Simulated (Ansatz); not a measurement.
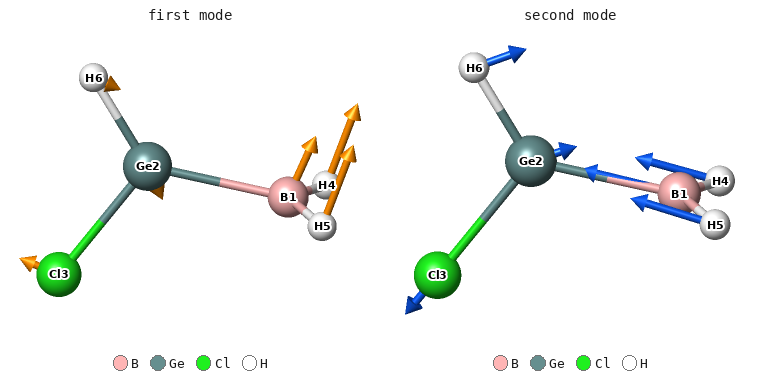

The system is BClGeH3, SMILES [BH2][GeH+][Cl], charge +1; the picture shows the reference structure; its two panels give the patterns of the first and the second mode as arrows. Coordinates scanned: (1) normal mode 1 (120 cm⁻¹); (2) normal mode 5 (540 cm⁻¹). Nothing is relaxed (straight displacements along the two mass-weighted modes). The grid has 9 × 9 points. Points are written as (first, second). Energies: kJ/mol, counted from the relaxed molecule at the same level. Theory: RKS PBE0-D4/def2-TZVP (Ansatz).

Its coordinates:

```xyz
6

B    -0.9347    0.3035   -0.6635
Ge    0.6496   -0.0482    0.6195
Cl    1.8004   -1.7092    0.1835
H    -1.9689   -0.2102   -0.3876
H    -0.7123    0.9809   -1.6129
H     1.1660    0.6832    1.8611
```

Range: normal mode 1 (120 cm⁻¹) from −1.53 to 1.53 amu½·Å; normal mode 5 (540 cm⁻¹) from −0.748 to 0.748 amu½·Å.

Q: Predict the map.

A: The lowest grid point is at (0.00 amu½·Å, 0.000 amu½·Å), 0.0 kJ/mol from the relaxed molecule at the same level. It is the only kind of minimum in the scanned range. The highest grid point, (1.53 amu½·Å, −0.748 amu½·Å), lies 36.3 kJ/mol above the lowest.

```csv
"normal mode 5 (540 cm⁻¹) ↓, normal mode 1 (120 cm⁻¹) →",−1.53,−1.15,−0.76,−0.38,0.00,0.38,0.76,1.15,1.53
0.748,29.3,30.7,32.2,33.4,34.0,34.0,33.6,33.1,33.1
0.561,17.6,17.5,17.7,18.0,18.3,18.4,18.5,19.0,20.2
0.374,10.3,8.9,8.1,7.8,7.8,8.0,8.6,9.8,12.0
0.187,6.7,4.4,2.9,2.1,1.9,2.2,3.1,4.9,7.9
0.000,6.6,3.5,1.5,0.4,0.0,0.4,1.6,3.9,7.4
−0.187,9.5,5.9,3.5,2.2,1.8,2.2,3.7,6.3,10.2
−0.374,15.2,11.3,8.7,7.2,6.8,7.4,9.0,11.9,16.1
−0.561,23.5,19.5,16.8,15.3,14.9,15.6,17.4,20.4,24.8
−0.748,34.4,30.3,27.6,26.2,25.9,26.7,28.7,31.8,36.3
```

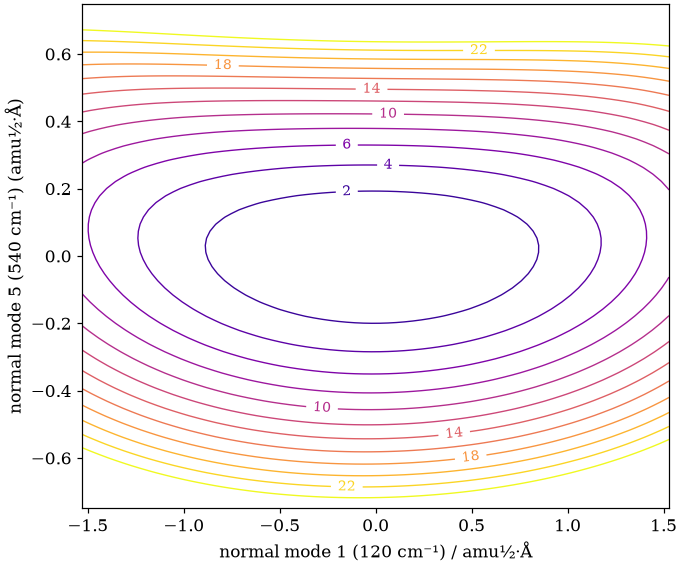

The picture shows contour lines labelled in kJ/mol (none above 24). Between grid points the surface is interpolated.

The whole map (81 points run) took 9.2 min on 1 thread of Intel(R) Xeon(R) Platinum 8375C CPU @ 2.90GHz (Ice Lake), with other jobs on the host.
